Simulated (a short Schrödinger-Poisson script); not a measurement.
Structure: MOS inversion layer, SiO2 on p-type GaAs, at 300 K.

| layer | material | thickness (nm) | Na (cm⁻³) |
|---|---|---|---|
| 1 | SiO2 | 3.1 | - |
| 2 | GaAs | 1100 | 1.9e17 |

Constants are typed, rounded textbook-type inputs, not results; the design itself was drawn at random and stands for no fabricated device. SiO2: permittivity 3.9, conduction-band edge (eV) 3.17, gap (eV) 9, electron mass (mₑ) 0.5. GaAs: permittivity 12.9, conduction-band edge (eV) 0, gap (eV) 1.424, Nv at 300 K (cm⁻³) 9e18.

Channel valleys (confinement mass, in-plane density-of-states mass, number): Γ 0.067, 0.067, 1. At the gate the conduction-band edge of layer 1 lies 3.26 eV − eVg above the Fermi level of the channel; the field vanishes at the back. Gaps are held at their typed values at every temperature. Mesh 0.03 nm at interfaces.

Solved with a short Schrödinger-Poisson script written for these runs: 1D Poisson equation in equilibrium, electrons quantum, Hartree (BenDaniel-Duke, 12 states a valley, the channel's in-plane mass for all, wave functions ending at the dielectric), parabolic valleys, classical holes, full ionisation, no traps, pinning or gate leakage.

Only gate voltages with over 1e8 electrons/cm² are shown.

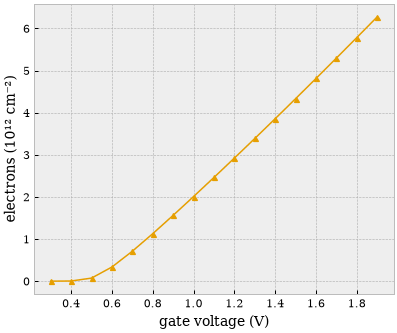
Fig. 1. Sheet density against gate voltage

| Vg (V) | electrons (cm⁻²) | C (μF/cm²) | Γ E0 (meV) | Γ E1 (meV) |
|---|---|---|---|---|
| 0.3 | 1.48e8 | 0.108 | 219.9 | 339.8 |
| 0.4 | 4.07e9 | 0.122 | 134.1 | 257.1 |
| 0.5 | 7.27e10 | 0.329 | 58.3 | 184.5 |
| 0.6 | 3.36e11 | 0.574 | 13.9 | 143.5 |
| 0.7 | 7.11e11 | 0.663 | -12.9 | 120.3 |
| 0.8 | 1.13e12 | 0.701 | -33.6 | 103.2 |
| 0.9 | 1.56e12 | 0.721 | -51.7 | 88.6 |
| 1 | 2.01e12 | 0.734 | -68.6 | 75.2 |
| 1.1 | 2.46e12 | 0.743 | -84.8 | 62.7 |
| 1.2 | 2.92e12 | 0.751 | -100.5 | 50.9 |
| 1.3 | 3.39e12 | 0.759 | -115.6 | 39.7 |
| 1.4 | 3.86e12 | 0.766 | -130.3 | 29.2 |
| 1.5 | 4.33e12 | 0.773 | -144.6 | 19.4 |
| 1.6 | 4.81e12 | 0.779 | -158.4 | 10.3 |
| 1.7 | 5.30e12 | 0.784 | -171.9 | 1.7 |
| 1.8 | 5.78e12 | 0.790 | -185.0 | -6.3 |
| 1.9 | 6.28e12 | 0.794 | -197.9 | -13.9 |

Subbands count from the Fermi level.

Above a few 1e12 electrons/cm² a light Γ valley is non-parabolic and upper valleys begin to fill, which the model leaves out.
